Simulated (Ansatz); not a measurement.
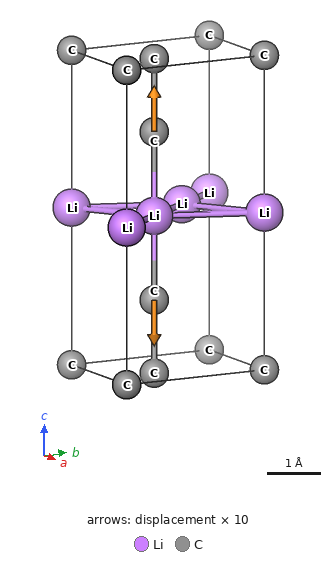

A relaxation of solid Li3C4 (a generated structure, set up in P-6m2) (coarse preliminary run). The starting structure is drawn; orange arrows show the displacements (the part carried along by the change of the cell is left out), 10 times their true length.

A ball-and-stick model of the cell of the calculation, seen slightly off an axis.

Computed with DFT PBE, scalar-relativistic, plane waves, PAW (Ansatz).

The input:
```yaml
crystal:
  lattice:
    - [3.75563028, 0.0, 0.0]
    - [-1.87781514, 3.25247123, 0.0]
    - [0.0, 0.0, 5.98019978]
  atoms:
    - { symbol: Li, position: [0.66666667, 0.33333333, 0.5] }
    - { symbol: Li, position: [0.33333333, 0.66666667, 0.5] }
    - { symbol: Li, position: [0.0, 0.0, 0.5] }
    - { symbol: C, position: [0.66666667, 0.33333333, 0.23251355] }
    - { symbol: C, position: [0.66666667, 0.33333333, 0.76748645] }
    - { symbol: C, position: [0.66666667, 0.33333333, 0.0] }
    - { symbol: C, position: [0.0, 0.0, 0.0] }
basis:
  ecutwfc: 420
kpoints:
  mp_grid: { grid: [6, 6, 4] }
hamiltonian:
  xc: pbe
scf:
  occupations: { method: gaussian, width: 0.1 }
  lower_state_search: "off"
output:
  forces: true
  stress: true
  eigenvalues: true
relax:
  adjacent_minimum: "off"
  f_tol: 0.04
  max_steps: 70
  cell: { stress_tol: 0.4 }
```

Command:
```bash
ansatz run input.yaml --threads 1 --pin off --max-ram 2560MiB --backend cpu --events-out ev --progress --plain --runs-dir out
```

### What did the optimiser do to the structure, and how much energy did it gain?

Over 6 accepted moves (8 points after the start) the energy falls by 109 meV per atom. Largest force component: 3.5 eV/Å at the start, 0.0095 eV/Å at the end. The pressure goes from 5.74 to 0.29 GPa. The SCF was repeated twice at an unchanged geometry on a basis and grid sized afresh for the cell, which shifted the energy by 11.5 meV per atom at most. The largest moves relative to the cell, 0.090 Å, are those of C4 and C5. C5 goes along +c. Li stays in place. The volume changes by +29.0 %, with a = b 3.756 → 4.232 Å (+12.7 %), c 5.980 → 6.074 Å (+1.6 %). Near-neighbour distances that change, for instance: Li1–Li2 2.168 → 2.443 Å, Li1–C4 1.600 → 1.715 Å, C4–C6 1.390 → 1.322 Å. The space group stays P-6m2 (No. 187). Cost: 25 s on 1 thread of Arm Neoverse V2 (shared host), peak memory 0.32 GiB.
